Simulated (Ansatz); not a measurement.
# Series on liquid (Cs,Rb)Br, by temperature

How do cells made at different temperatures differ in energy, pressure, forces, levels, charges and cost?

Computed with Ansatz 0.2.0: Kohn-Sham DFT, PBE, PAW (set soft_2). Every run is a single point, with the atoms held where the recipe put them (cutoff of the plane-wave runs 420 eV, fixed occupations).

First member: 90 atoms (19 Cs, 26 Rb, 45 Br) placed at random at 3.07 g/cm³, melted at 1800 K for 10 ps at fixed volume with the Lennard-Jones and Coulomb ion parameters for SPC/E (Joung and Cheatham, J. Phys. Chem. B 112, 9020 (2008)), full charges. Snapshot at the end of a hold of 20 ps at 940 K and fixed volume.

Last member: 90 atoms (19 Cs, 26 Rb, 45 Br) placed at random at 2.73 g/cm³, melted at 1800 K for 10 ps at fixed volume with the Lennard-Jones and Coulomb ion parameters for SPC/E (Joung and Cheatham, J. Phys. Chem. B 112, 9020 (2008)), full charges. Snapshot at the end of a hold of 20 ps at 1320 K and fixed volume.

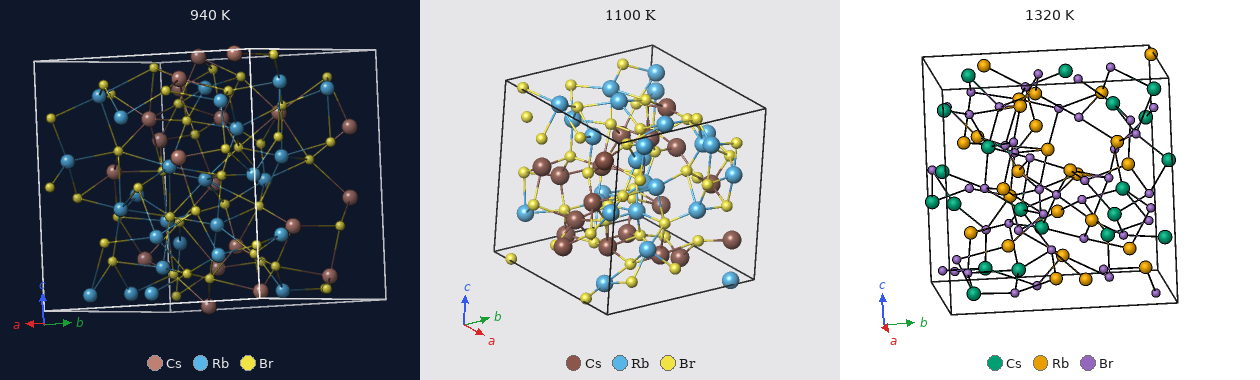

Three members of the series, labelled by temperature. Some periodic images of atoms are drawn too. Bonds to atoms that aren't drawn are left out.

The members:

```
temperature (K)  reduced formula  atoms  valence electrons  k-mesh        basis  density (g/cm³)
            940     Cs19Rb26Br45     90                720   1×1×1  plane waves             3.07
           1020     Cs19Rb26Br45     90                720   1×1×1  plane waves             3.00
           1100     Cs19Rb26Br45     90                720   1×1×1  plane waves             2.93
           1210     Cs19Rb26Br45     90                720   1×1×1  plane waves             2.83
           1320     Cs19Rb26Br45     90                720   1×1×1  plane waves             2.73
```

Each cell is one sample from a classical run, so sample-to-sample scatter enters every column; pressures lack the kinetic term.

The input of the first member, without its atom lines; other members have their own cell and atoms, and may differ in mesh, basis and outputs:

```yaml
crystal:
  lattice:
    - [16.5323, 0.0, 0.0]
    - [0.0, 16.5323, 0.0]
    - [0.0, 0.0, 16.5323]
  atoms:
    [... 90 lines ...]
kpoints:
  mp_grid: { grid: [1, 1, 1] }
hamiltonian:
  xc: pbe
scf:
  occupations: { method: fixed }
output:
  forces: true
  stress: true
  populations: true
  dos:
    method: { smearing: { sigma: 0.15 } }
    de: 0.1
    projected: { site_lists: { Br: [Br], Cs: [Cs], Rb: [Rb] } }
  eigenvalues: true
  write_density: true
  write_potential: true
  volumetric_format: npy
```

Predict the trends along the series.

Results; charges are mean Löwdin charges in e:

```
temperature (K)  energy less the first member's (meV/atom)  pressure (GPa)  r.m.s. force (eV/Å)  gap (eV)  q(Cs)  q(Rb)  q(Br)
            940                                        0.0           0.818                0.293                3.26  +0.78  +0.76  -0.70
           1020                                        0.7           0.749                0.328                2.61  +0.79  +0.76  -0.70
           1100                                       49.9           0.933                0.385                2.94  +0.79  +0.76  -0.70
           1210                                       74.4           0.939                0.399                2.58  +0.80  +0.77  -0.71
           1320                                       78.9           0.649                0.375                2.44  +0.80  +0.77  -0.71
```

The gap is that between the highest filled and lowest empty Kohn-Sham level on the run's k-points; tail or defect levels can set it. The projection misses up to 0.037 e an atom, so the charges add up to more than the cell's charge.

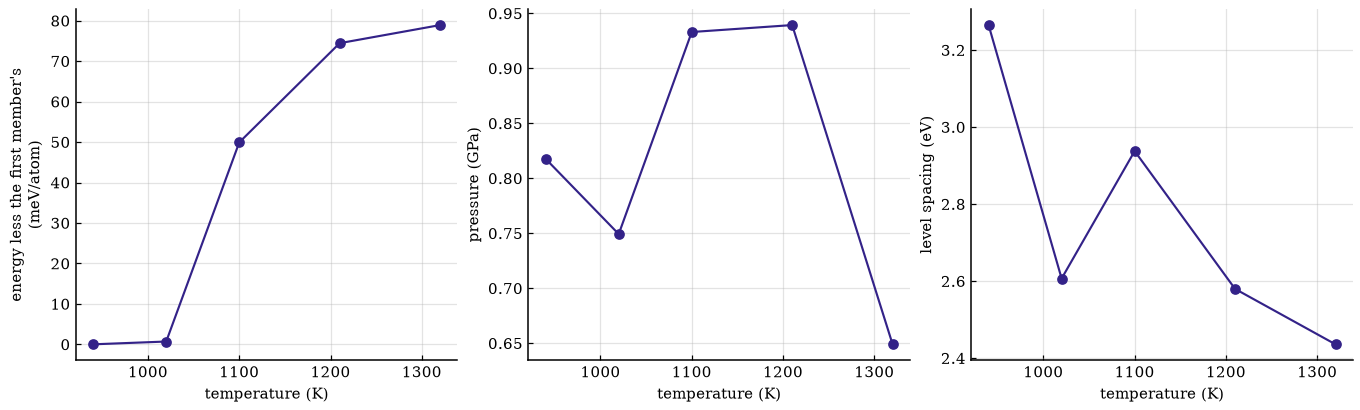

Results against temperature.

Cost on 8 threads of Intel Xeon 6975P-C (Granite Rapids), shared host:

```
temperature (K)  atoms        basis  k-mesh  SCF cycles  time  host memory (GiB)
            940     90  plane waves   1×1×1           7  24 s                5.7
           1020     90  plane waves   1×1×1           7  30 s                5.8
           1100     90  plane waves   1×1×1           7  27 s                5.9
           1210     90  plane waves   1×1×1           7  29 s                6.0
           1320     90  plane waves   1×1×1           8  31 s                6.2
```

Times include the outputs that each run asked for, on hosts shared with other jobs.

What the series shows: The energy against the first member goes steadily from 0.0 meV/atom at 940 to 78.9 meV/atom at 1320 K; each member is a single configuration. The gap is lowest at 1320 K (2.44 eV) and highest at 940 K (3.26 eV), falling overall but not at every step; in single samples it varies with the configuration. The density spans 2.73 to 3.07 g/cm³, so the columns mix its effect with that of the temperature. The pressure is lowest at 1320 K (0.65 GPa) and highest at 1210 K (0.94 GPa), with no steady trend; the recipes set unlike densities, and the bond lengths of the classical model enter the pressure too. The r.m.s. force is lowest at 940 K (0.29 eV/Å) and highest at 1210 K (0.4 eV/Å), rising overall but not at every step.

**Limits.** No spin–orbit coupling is included, so levels derived from the heavy atoms are approximate. The starting topology of bonds comes from the classical model, and needn't be the one that DFT or experiment would give. The ion parameters were fitted for water, not for melts, so the starting structure of this cell may lie well off the real melt's. The cells aren't relaxed by DFT, which could reorder their energies.

[Logs are printed without paths, hosts, clocks, repeated set-up lines and the standing remarks that a program may print on its own settings, such as how far it seeks lower states.]

[Hosts, paths, dates, database ids (printed as entryN), source tags and the programs' standing remarks are cut or masked in the printed files.]
